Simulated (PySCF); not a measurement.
# C2H3Ga: the cost of one run

Programs: PySCF 2.14.0, with density-fitted response routines of our own. Each step states its level of theory. These are calculated values for one molecule in the gas phase, unless marked as measured. Atoms count from 0, in the outputs and in this text.

### 1 Starting geometry

6 atoms, charge 0, multiplicity 1; geometry from: PBE0-D3(BJ)/def2-SVP.

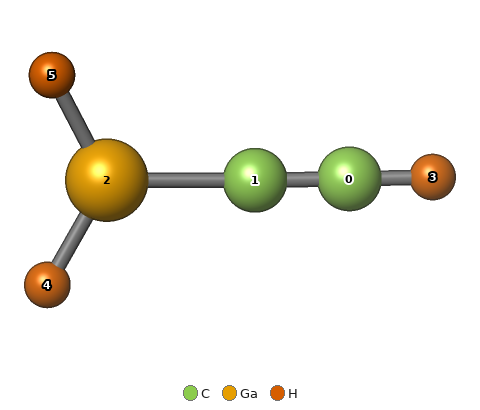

As it starts; carbon green, gallium amber, hydrogen orange, atoms numbered.

### 2 Excited states and response: B3LYP/def2-SVPD

Job settings and geometry (Å):

```
{"job": {"kind": "uv", "xc": "B3LYP", "basis": "def2-SVPD", "ip": true}, "charge": 0, "multiplicity": 1}
C     -1.579008     0.176957     1.039129
C     -0.524766     0.070971     0.432696
Ga     1.122216    -0.127927    -0.527501
H     -2.506164     0.263644     1.578956
H      1.547274     1.007382    -1.513432
H      1.964890    -1.420679    -0.281583
```

Method: TDDFT B3LYP/def2-SVPD, vertical, gas phase, core orbitals frozen in the response.

Launch:

```console
OMP_NUM_THREADS=1 python probes_run.py task.json out
```

The driver reads the jobs from task.json and runs them one after another.

Q: Estimate the wall time and peak memory of this first job on 1 thread of Arm Neoverse V2, shared host.

About 22 s, with a peak of 0.44 GiB.
